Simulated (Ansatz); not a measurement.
## Electronic structure of BFH6OSi2 (SMILES B[Si](O)(F)[SiH3]) in real space

```xyz
11

B    -1.9956    0.3554    0.4269
Si   -0.3058   -0.6743    0.0828
O     0.1659   -1.3977    1.5013
F    -0.5024   -1.8269   -1.0448
Si    1.3821    0.7492   -0.7347
H    -2.8393    0.4728   -0.4141
H    -2.1328    0.9618    1.4496
H     0.9931   -1.8938    1.4737
H     1.5980    1.8842    0.2089
H     2.6691    0.0011   -0.8583
H     1.0328    1.3112   -2.0706
```

Level of theory: RKS PBE0-D4/6-31G* in Ansatz 0.2.0.

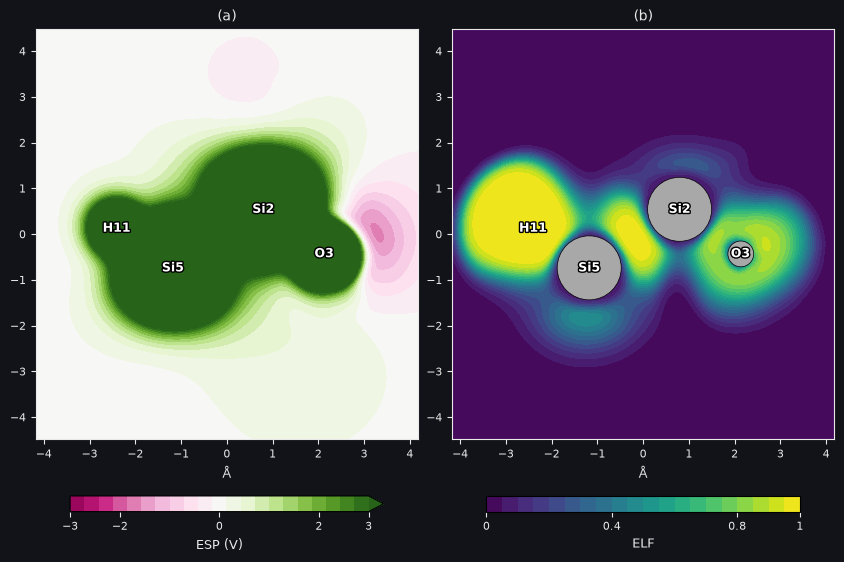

Figure 1. (a) molecular electrostatic potential; (b) ELF on the plane of atoms Si2, Si5 and H11. Grey discs cover the atomic cores in the ELF map.

Q: What do the fields say about this system?

A:
- The section cuts through Si, O and H sites.
- Si–O (1.66 Å): the ELF peaks at about 0.85 between the atoms: a polar covalent bond.
- Si–Si (2.35 Å): the ELF peaks at about 1 between the atoms: localised, covalent bonding.
- Si–H (1.49 Å): the ELF climbs to about 1 towards the hydrogen, as it does in any bond to H.
- The ELF also peaks beside O3, away from the bonds: lone-pair regions.
- Outside the dense part of the molecule the potential is most negative (−1.6 V) near O3.

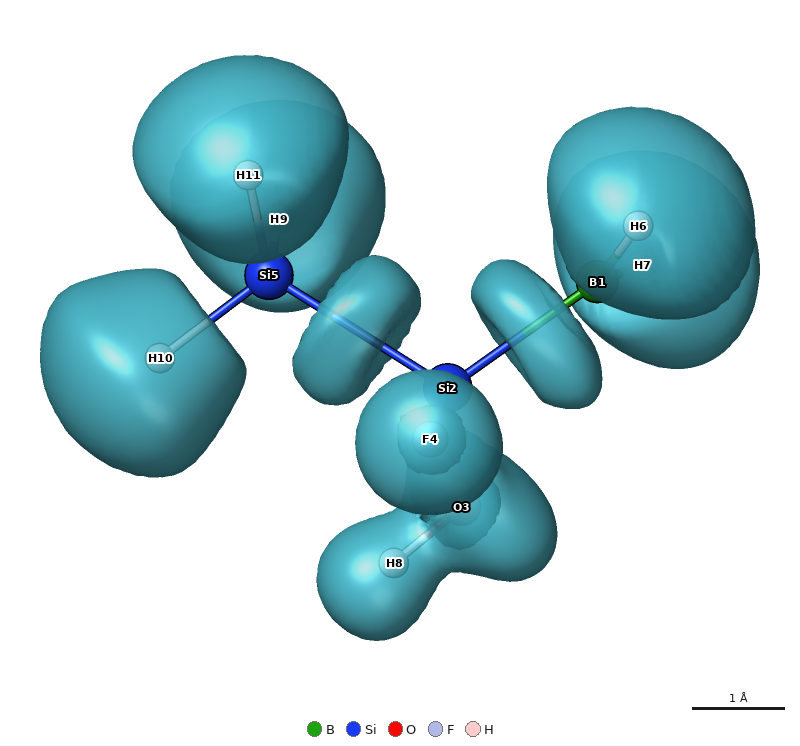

Figure 2. Isosurface of the electron localisation function at 0.75 (cyan), seen across its widest extent. Only the valence region is drawn (cores and ρ < 0.01 e/Å³ removed).

Q: What do the ELF domains correspond to?

A: The ELF exceeds this value in one region between bonded B–Si atoms (shared pairs), one region between bonded Si–Si atoms (shared pairs), five regions around hydrogen nuclei, one region wrapped around F (its lone pairs, merged into a ring or cap) and one joined region spread over several atoms (H, O), in which their bonds and any lone pairs are merged. Profiles from the grid: Si–F (1.62 Å): the ELF peaks at about 0.85 in the valence shell of F, 0.5 Å from its nucleus, and is about 0.50 at the midpoint.

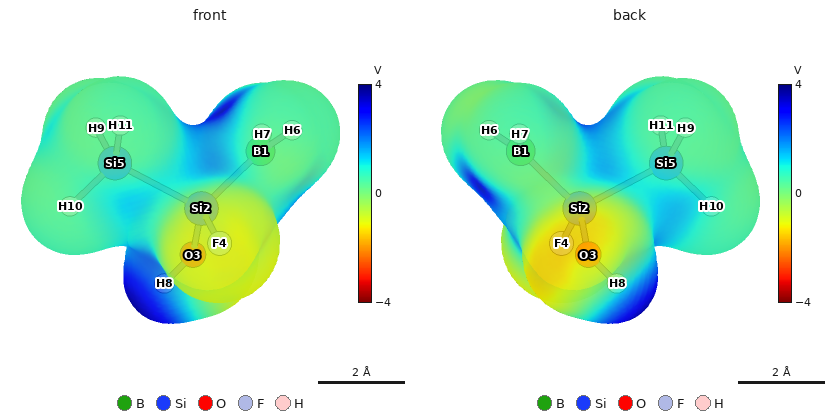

Figure 3. The electrostatic potential painted on the density surface at 0.004 e/bohr³, seen from the front and from behind; red is negative and blue positive.

Q: Describe the electrostatic potential map.

A: The most negative region (about −1.5 V) lies over O3, the most positive (about +3.6 V) over H8. O3 is the likeliest acceptor of a hydrogen bond.
